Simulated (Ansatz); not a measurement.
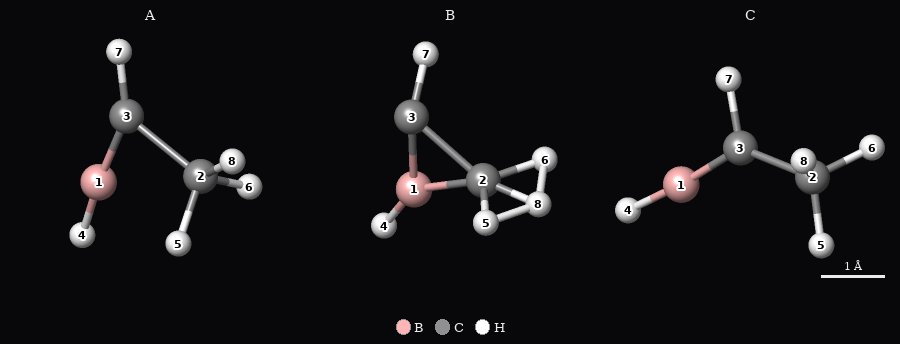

3 geometries from one relaxation of C2H5B, in shuffled order. A ball-and-stick model, seen from a free direction.

It is one of the separated reactants of a reaction.

Level of theory: Ansatz 0.2.0, RKS PBE-D4/def2-SVP. (force threshold 0.03 eV/Å; at most 250 steps)

Order the frames from highest to lowest energy.

B, A, C. They are steps 0, 6, 14, at +473.1 kJ/mol, +81.6 kJ/mol relative to the last. The atom that moves furthest after the best rigid fit is H8 (1.31 Å). By element the largest moves are H 1.31 Å, C 0.83 Å, B 0.62 Å. Some distances before and after: B1–C2 1.523 → 2.695 Å, H5–H8 0.986 → 1.789 Å, H6–H8 1.039 → 1.782 Å, B1–C3 1.523 → 1.394 Å. Bonds break, among them: B1–C2 (1.52 → 2.69 Å). Bond angles that change, for instance: B1–C3–C2 59.6° → 136.6°, H5–C2–H8 54.7° → 107.4°, H6–C2–H8 57.9° → 106.5°. The energy falls by 473.1 kJ/mol in 14 geometry steps. The largest force component goes from 4.3 to 0.028 eV/Å. Cost: 11 s on 2 threads of Arm Neoverse V2, on a shared host.
